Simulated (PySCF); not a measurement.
CH8Si2, SMILES `[SiH3]C[SiH3]`.

Computed with PySCF, B3LYP/def2-SVPD, geometry: GFN2-xTB. No frequency check shows the geometry to be a minimum.

Coordinates in Å:

```
Si1     -1.6062    0.1870    0.0003
C2       0.0000   -0.8250    0.0000
Si3      1.6062    0.1870   -0.0003
H4      -2.7591   -0.7204   -0.0023
H5      -1.6643    1.0294    1.1968
H6      -1.6647    1.0295   -1.1962
H7       0.0001   -1.4822    0.8705
H8      -0.0001   -1.4822   -0.8707
H9       2.7591   -0.7204    0.0022
H10      1.6643    1.0295   -1.1968
H11      1.6647    1.0294    1.1963
```

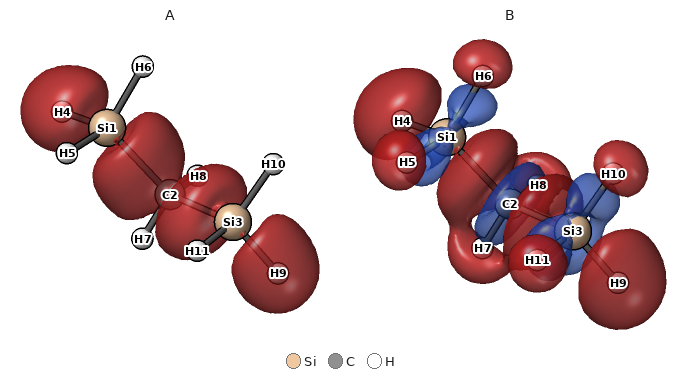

The Fukui function f⁻ from two separate SCF calculations and the density of the HOMO, at ±0.015 e/Å³ (red positive, blue negative).

Which panel is which, and how good is the frozen-orbital picture?

Answer. B is f⁻ (it has negative regions), A the HOMO density. The HOMO lies on C2 (33 %), Si1 and Si3 (19 % each) and H4 and H9 (11 % each); f⁻ (Hirshfeld-condensed) is largest on Si1 and Si3 (0.15 each), C2 (0.14) and H4 and H9 (0.13 each); the vertical ionisation energy is 10.67 eV (the stability of the cation's solution wasn't checked). Relaxation shifts 26 % of the electron between atoms. The orbital energy is −8.48 eV.
